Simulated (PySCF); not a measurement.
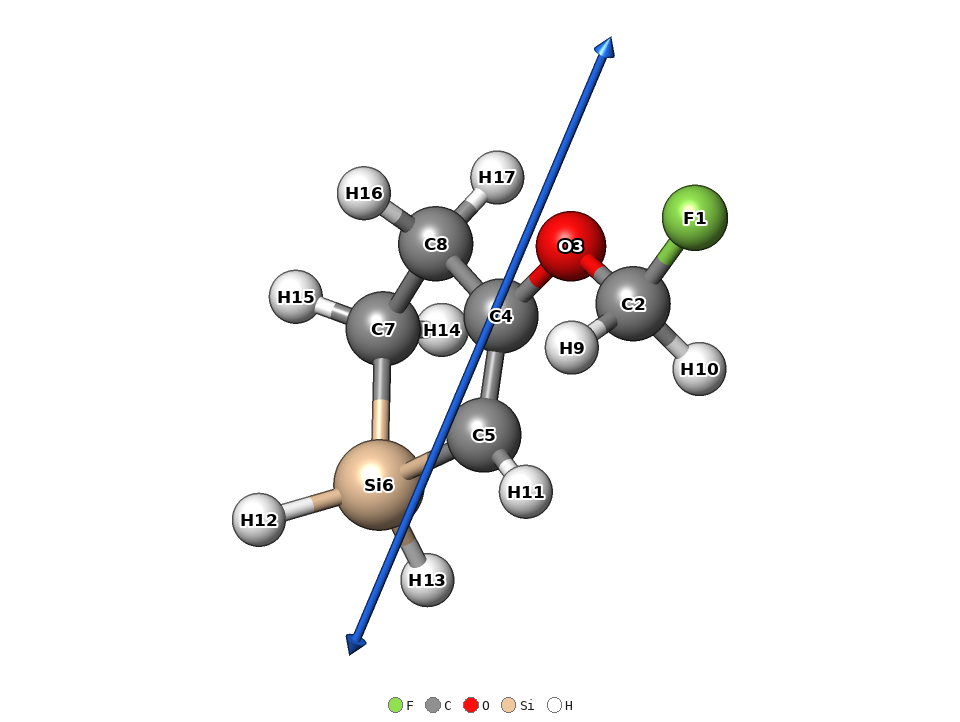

The double arrow shows the direction of the transition dipole to excited singlet state 3 (its length means nothing). Computed geometry: GFN2-xTB optimisation. No frequency run is at hand to confirm it as a minimum. Method: TDDFT PBE0/def2-SVPD, vertical, gas phase, core orbitals frozen in the response (PySCF 2.14.0).

Question. Give its energy, strength and character.

Answer. 6.66 eV (186 nm), oscillator strength 0.24, mainly HOMO → LUMO (weight 0.76); transition dipole 3.11 D.

The geometry is semi-empirical. Around Si such bond lengths and angles can be off by a tenth of an ångström or more and by several degrees, and values that hang on the shape move with them.
